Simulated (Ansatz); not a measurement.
**H₇NSi₂···H₂: density, localisation and related maps**

The calculation's input:

```
crystal:
  periodic: [false, false, false]
  atoms:
    - { symbol: Si, position_ang: [-0.51446, 0.272826, -0.16088] }
    - { symbol: H, position_ang: [0.4015, -1.380357, 1.726809] }
    - { symbol: H, position_ang: [0.644698, 0.869663, 0.549361] }
    - { symbol: H, position_ang: [-0.852739, 1.17042, -1.303936] }
    - { symbol: H, position_ang: [-0.17181, -1.06709, -0.708471] }
    - { symbol: "N", position_ang: [-1.88876, 0.076363, 0.964407] }
    - { symbol: H, position_ang: [-2.460841, -0.741638, 0.783431] }
    - { symbol: Si, position_ang: [-2.609945, 1.321543, 1.935419] }
    - { symbol: H, position_ang: [-3.213779, 0.71282, 3.155039] }
    - { symbol: H, position_ang: [-1.524774, 2.26615, 2.318686] }
    - { symbol: H, position_ang: [-3.683129, 2.105451, 1.252371] }
    - { symbol: H, position_ang: [-0.26576, -1.206051, 1.895164] }
basis:
  gaussian: { orbitals: "6-31G*" }
hamiltonian:
  xc: pbe0
  dispersion: d4
relax:
  f_tol: 0.03
  max_steps: 50
output:
  orbitals: {}
```

Launched as:

```sh
ansatz run input.yaml --threads 1 --pin off --max-ram 2048MiB --backend cpu --events-out ev --progress --plain --runs-dir out
```

The fields are those of the run's last geometry, not of the input's.

Computed with RKS PBE0-D4/6-31G* in Ansatz 0.2.0.

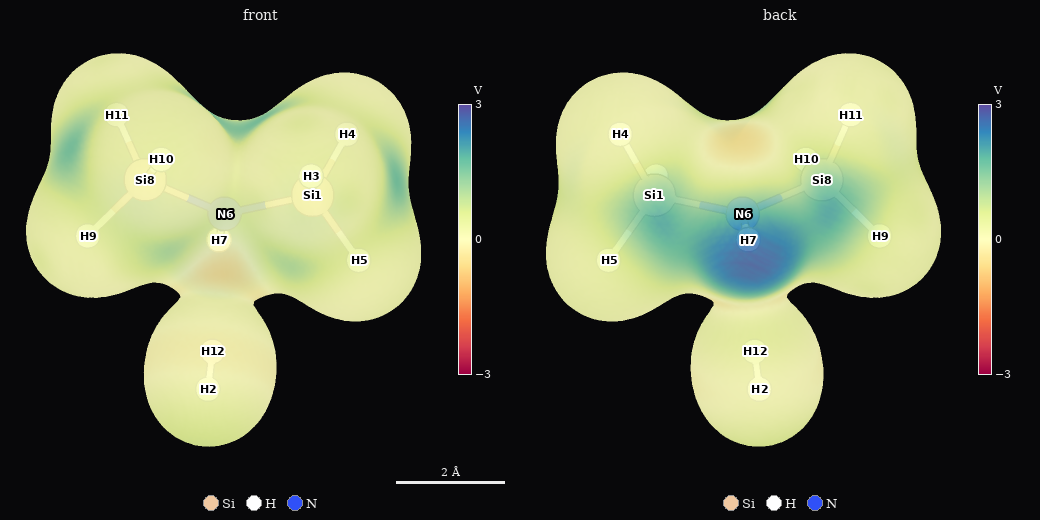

Figure 1. The molecular electrostatic potential painted on the density surface at 0.004 e/bohr³, seen from the front and from behind; red is negative and blue positive.

Q: Where is the surface potential most negative and most positive?

A: The most negative region (about −0.4 V, or −9 kcal/mol for a unit charge) lies over N6 and H12, the most positive (about +2.6 V, or +60 kcal/mol for a unit charge) over H7.

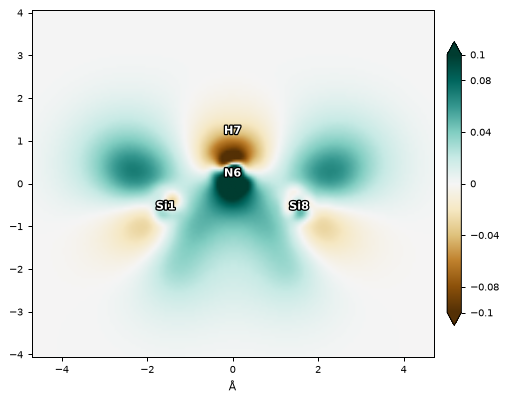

Figure 2. The HOMO on the plane of atoms Si1, N6 and Si8 (values in Å⁻³ᐟ²; the overall sign is arbitrary).

Q: Describe this orbital and give its energy.

A: It lies mainly on N6 (about 50 %), Si1 (about 10 %), Si8 (about 10 %), H4 (about 10 %) and H11 (about 5 %). Its energy is −7.35 eV.

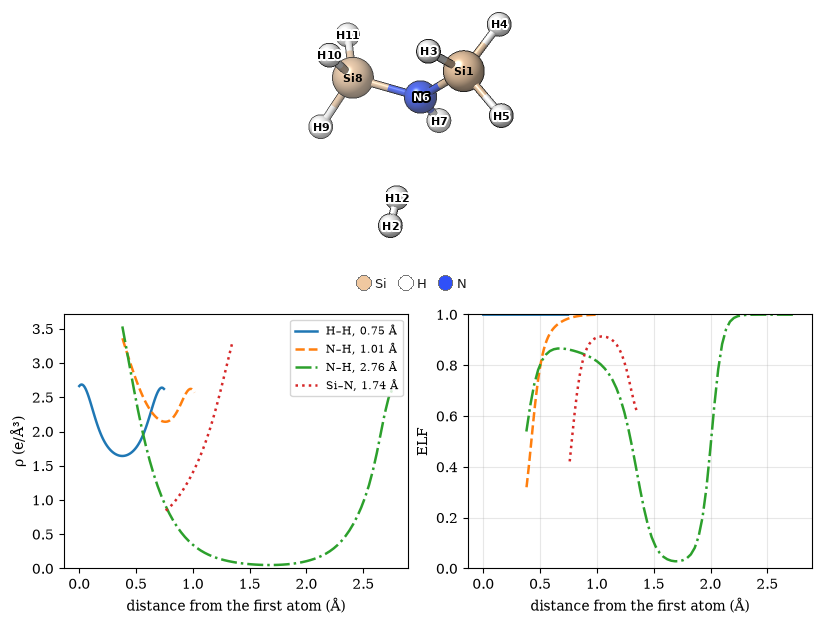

Figure 3. Total electron density and electron localisation function along straight lines between neighbouring atoms. The curves leave out the atomic cores. The structure is drawn too.

Q: What can be read from the curves?

A: H–H (0.75 Å): ρ is about 1.6 e/Å³ halfway; the ELF is about 1 at the midpoint.
N–H (1.01 Å): ρ is about 2.7 e/Å³ halfway; the ELF climbs to about 1 towards the hydrogen, as it does in any bond to H (a covalent bond by its length).
N6···H12 (2.76 Å): the density falls to about 0.05 e/Å³ on the way; the ELF dips to about 0 between them (a non-bonded, intermolecular contact).
Si–N (1.74 Å): the density is about 1 e/Å³ at the midpoint; the ELF peaks at about 0.90 between the atoms: a shared but strongly polarised pair.
